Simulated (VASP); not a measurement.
Band structure of BaF₂ (fluorite). Method: PBE GGA, VASP's PBE PAW potentials (set 64) (plane waves; VASP).

Unless said otherwise, spin-orbit coupling is left out, though it shifts the bands of the heavy elements here.

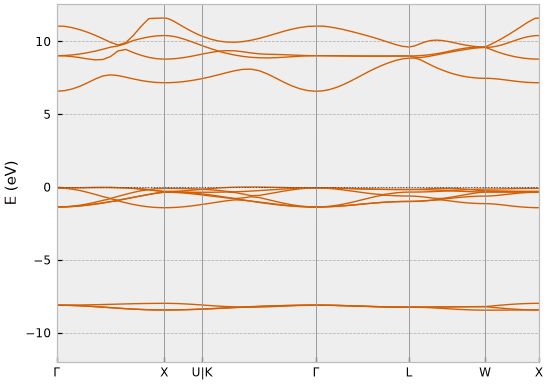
Figure: Bands along high-symmetry lines, zero at the valence-band maximum or, without a gap, the Fermi level

Task: Read the plot: is there a gap, and where are the band edges?

Result: The gap is indirect, 6.57 eV, from the valence maximum at K-Γ at 0.43 to the conduction minimum at Γ. (Edges off the drawn lines would not show.)

Measured: gap 10.50 eV (computed value off by -3.93 eV), as given by Andrés Aguado et al., Journal of the Physical Society of Japan (1999), arXiv:cond-mat/9901145.

The compound is BaF2 in the fluorite structure. It was relaxed first.
